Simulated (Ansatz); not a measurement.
# TiAl3 (D022 type, space group I4/mmm), scan of one atom of the cell

Starting cell, TiAl3 (D022 type, space group I4/mmm):

```xyz
4
Lattice="-1.9229 1.9229 4.3100 1.9229 -1.9229 4.3100 1.9229 1.9229 -4.3100" Properties=species:S:1:pos:R:3 pbc="T T T"
Al     0.0000     0.0000     4.3100
Al     0.0000     1.9229     2.1550
Al     1.9229     0.0000     2.1550
Ti     0.0000     0.0000     0.0000
```

In each cell atom 4 (Ti, nearest neighbour Al at 2.719 Å; its periodic images, 3.8 Å or more away, move with it) moves by s·(1.000, 0.000, 0.000) (along Cartesian x), the rest being held.

Computed with PBE (plane waves to 420 eV, PAW, scalar-relativistic; Ansatz, a first-principles code). k mesh 14×14×14 (Γ-centred), Fermi-Dirac smearing 0.05 eV. Energies are smeared free energies. Stress and pressure are positive under compression. With partly filled bands, energies and forces of such displacements shift with the k mesh and the smearing. TiAl3 is run without spin polarisation. TiAl3 was relaxed with its symmetry unable to fall. The zero of ΔE is the undisplaced structure.

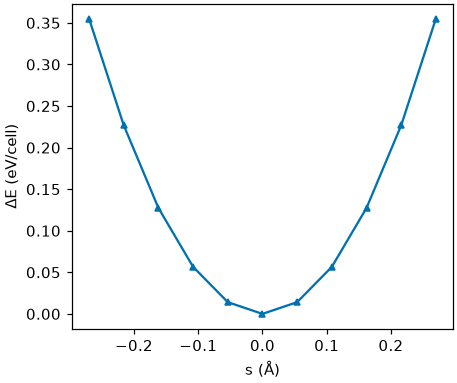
Fig. 1. ΔE (eV/cell) against s (Å); computed points joined by lines.

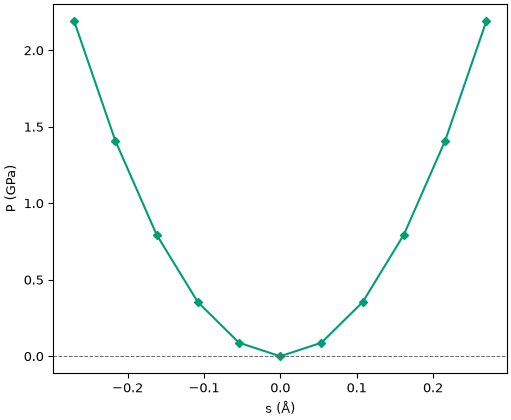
Figure. P (GPa) against s (Å); one marker a computed point.

The force constant k = d²E/ds² at s = 0 (finite differences) is 9.69 eV/Å². The force along the line at s = -0.270 Å comes out as 2.64 eV/Å and the energy at s = 0.270 Å comes out as 355 meV/cell. Harmonic estimate at the end of the scan: ½ks² = 353 meV/cell against the computed 355 meV/cell, so the well is close to harmonic there. Shape of the curve: a single well with its minimum at or next to zero displacement.

The forces along the line at the two nearest points give (0.524 − (-0.524)) / (2·0.054) = 9.70 eV/Å²; the next pair corrects for the finite step.

(For displaced atoms, the force is minus the slope of the energy, and its curvature is a force constant, which sets phonon frequencies.)
